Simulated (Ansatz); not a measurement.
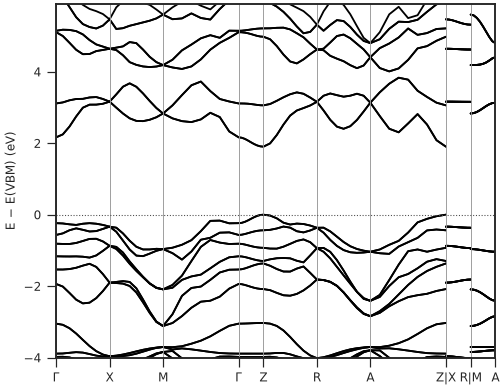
Figure: Band structure from the program Ansatz at the r²SCAN+D4 with spin–orbit coupling level (PAW)

**Question.** Read off the gap and where the band edges lie.

**Answer.** About 1.9 eV (1.90 eV by a search for the band edges); maximum at Z, minimum at Z.

The material is PbIF in space group P4/nmm (No. 129; Pb on 2c, I on 2c, F on 2a).

The first step of the workflow began from a Materials Project structure, measured or hypothetical; the Crystallography Open Database files this formula in space group No. 129, but the cells were not matched. Whether it is the stable phase at ambient conditions was not checked. Symmetry was held in the r²SCAN+D4 relaxation; its stability against distortions is not shown here.

Potentials: the later of the program's two PAW sets.
